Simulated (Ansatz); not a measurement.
## What a change does: single-point calculation on Si$_{2}$NH$_{7}$

System: Si$_{2}$NH$_{7}$.
Method of the first run: RKS B3LYP-D4/def2-TZVPPD (Ansatz 0.2.0).

The geometry comes from this level: PBE0-D4/def2-TZVP. Text and figures count atoms from 1; the logs count them from 0 in places.

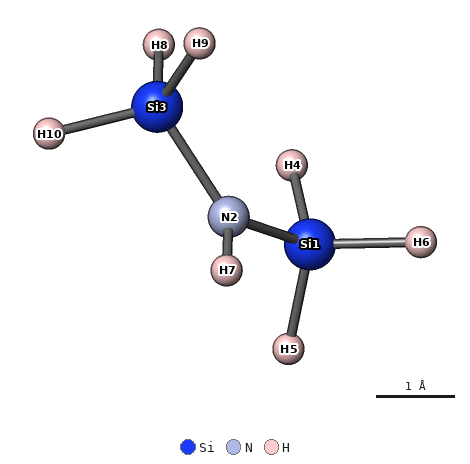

The structure as given in the input (ball-and-stick view, seen at a tilt; atoms are numbered from 1 in the order of the input). Bond lengths as drawn: H–N 1.01 Å, H–Si 1.48 to 1.49 Å and N–Si 1.73 Å.

**Input, the first run**
```yaml
crystal:
  periodic: [false, false, false]
  atoms:
    - {symbol: Si, position_ang: [1.135911, -0.056906, 2.007777]}
    - {symbol: N, position_ang: [-0.312851, 0.190510, 1.103834]}
    - {symbol: Si, position_ang: [-0.561994, 0.069106, -0.599848]}
    - {symbol: H, position_ang: [2.119296, -0.701943, 1.103132]}
    - {symbol: H, position_ang: [0.880120, -0.931408, 3.184602]}
    - {symbol: H, position_ang: [1.717747, 1.214176, 2.523231]}
    - {symbol: H, position_ang: [-1.107492, 0.515758, 1.637489]}
    - {symbol: H, position_ang: [0.638415, -0.583860, -1.177006]}
    - {symbol: H, position_ang: [-0.748512, 1.397689, -1.247921]}
    - {symbol: H, position_ang: [-1.774946, -0.739947, -0.897642]}
basis:
  gaussian: {orbitals: "def2-TZVPPD.json"}
hamiltonian: {xc: {name: B3LYP}, dispersion: d4}
```

Launched with:
```bash
ansatz run in.yaml --threads 4 --pin off --events-out ev --progress --plain --max-ram 9574MiB
```

Hardware: 4 threads of Intel Xeon, 31 GiB of memory available, shared host.

**Output (the first run)**
```
Functional definition: B3LYP
  parameter a0 = 0.2
  parameter ax = 0.72
  parameter ac = 0.81
  exchange = (1 - a0 - ax)*slater_x + ax*b88_x + a0*exact_x
  correlation = (1 - ac)*vwn_rpa_c + ac*lyp_c
1222 factors; their error is unknown
mean field evaluation 1: about -17355.5501 eV, gradient 6.3e1 eV
mean field evaluation 2: about -17338.9666 eV, gradient 1.0e2 eV
mean field evaluation 4: about -17362.9354 eV, gradient 1.7e0 eV
mean field evaluation 8: about -17362.9431 eV, gradient 9.1e-2 eV
mean field evaluation 16: about -17362.9649 eV, gradient 3.7e-5 eV
mean field -17362.96487950 eV, -638.0771902812 hartree, gradient 3.7e-5 eV, S^2 0.000000; 0 other end points of the search recorded, 0 dependent functions left out
reference -17362.96516843 eV, -638.0772008993 hartree; 21, 21 occupied and 231, 231 virtual orbitals, 1222 factors
Total energy: -17363.27907406 eV, -638.0887367185 hartree
```

The input of the second run differs as follows (lines with − go, lines with + come):
```diff
-    - {symbol: Si, position_ang: [1.135911, -0.056906, 2.007777]}
-    - {symbol: N, position_ang: [-0.312851, 0.190510, 1.103834]}
-    - {symbol: Si, position_ang: [-0.561994, 0.069106, -0.599848]}
-    - {symbol: H, position_ang: [2.119296, -0.701943, 1.103132]}
-    - {symbol: H, position_ang: [0.880120, -0.931408, 3.184602]}
-    - {symbol: H, position_ang: [1.717747, 1.214176, 2.523231]}
-    - {symbol: H, position_ang: [-1.107492, 0.515758, 1.637489]}
-    - {symbol: H, position_ang: [0.638415, -0.583860, -1.177006]}
-    - {symbol: H, position_ang: [-0.748512, 1.397689, -1.247921]}
-    - {symbol: H, position_ang: [-1.774946, -0.739947, -0.897642]}
+    - {symbol: Si, position_ang: [1.136213, -0.057007, 2.008091]}
+    - {symbol: N, position_ang: [-0.312822, 0.190654, 1.104340]}
+    - {symbol: Si, position_ang: [-0.562139, 0.069566, -0.598979]}
+    - {symbol: H, position_ang: [2.119257, -0.701818, 1.102962]}
+    - {symbol: H, position_ang: [0.880062, -0.931782, 3.184572]}
+    - {symbol: H, position_ang: [1.717724, 1.214144, 2.523582]}
+    - {symbol: H, position_ang: [-1.107327, 0.516345, 1.637898]}
+    - {symbol: H, position_ang: [0.637754, -0.583791, -1.177552]}
+    - {symbol: H, position_ang: [-0.748667, 1.397120, -1.248894]}
+    - {symbol: H, position_ang: [-1.774363, -0.740259, -0.898373]}
```

Predict how the results change.

The energy is the same within 0.01 kcal/mol.

**Output (the second run)**
```
Functional definition: B3LYP
  parameter a0 = 0.2
  parameter ax = 0.72
  parameter ac = 0.81
  exchange = (1 - a0 - ax)*slater_x + ax*b88_x + a0*exact_x
  correlation = (1 - ac)*vwn_rpa_c + ac*lyp_c
1222 factors; their error is unknown
mean field evaluation 1: about -17355.5522 eV, gradient 6.3e1 eV
mean field evaluation 2: about -17338.9878 eV, gradient 1.0e2 eV
mean field evaluation 4: about -17362.9350 eV, gradient 1.7e0 eV
mean field evaluation 8: about -17362.9431 eV, gradient 9.1e-2 eV
mean field evaluation 16: about -17362.9649 eV, gradient 3.7e-5 eV
mean field -17362.96485871 eV, -638.0771895172 hartree, gradient 3.7e-5 eV, S^2 0.000000; 0 other end points of the search recorded, 0 dependent functions left out
reference -17362.96514764 eV, -638.0772001354 hartree; 21, 21 occupied and 231, 231 virtual orbitals, 1222 factors
Total energy: -17363.27904402 eV, -638.0887356146 hartree
```

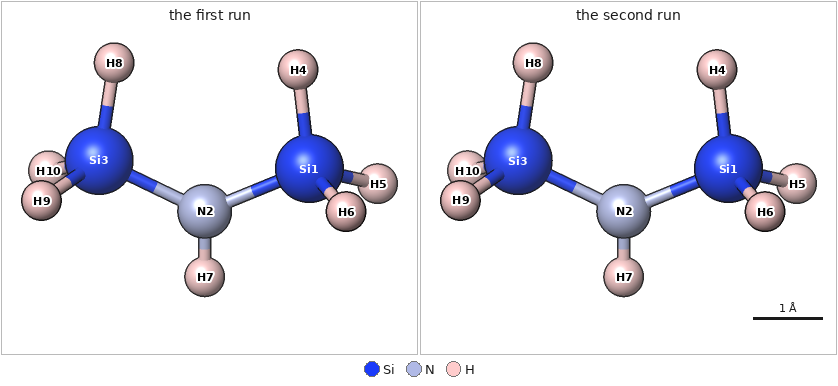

The two input geometries at one scale (ball-and-stick view, seen at a tilt). The atoms keep their places after the best rigid fit (all moves are under 0.005 Å).

**The two runs side by side**

| quantity | the first run | the second run |
| --- | --- | --- |
| outcome | converged | converged |
| total energy (hartree) | −638.088737 | −638.088736 |
| basis functions | 252 | 252 |
| wall time (shared host) | 1.6 s | 1.7 s |
